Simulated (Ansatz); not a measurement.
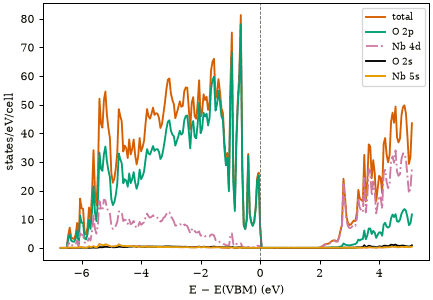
Total and projected density of states of Nb2O5 in space group I4/mmm (No. 139; Pearson symbol tI112), DFT-r²SCAN in the program Ansatz with PAW potentials

Problem. Which orbitals carry the states next to the gap?

Solution. Top 1 eV of the valence band: O 2p 95 %. Bottom 1 eV of the conduction band: Nb 4d 91 %, O 2p 8 %. Projections are on Löwdin-orthogonalised atomic valence shells; empty p or d shells of many metals are not among them.

Problem. Where is the tallest occupied peak in this window, and what makes it?

Solution. Near -0.6 eV, about 81 states/eV per cell; the largest projected share is O 2p.

The first step of the workflow began from a Materials Project structure, measured or hypothetical; the Crystallography Open Database files this formula in space group No. 139, but the cells were not matched. Whether it is the stable phase at ambient conditions was not checked. Symmetry was held in the r²SCAN relaxation; its stability against distortions is not shown here. No spin polarisation was allowed. Scalar-relativistic: spin–orbit coupling is off unless named, which matters more the heavier the elements.

Potentials: the later of the program's two PAW sets.
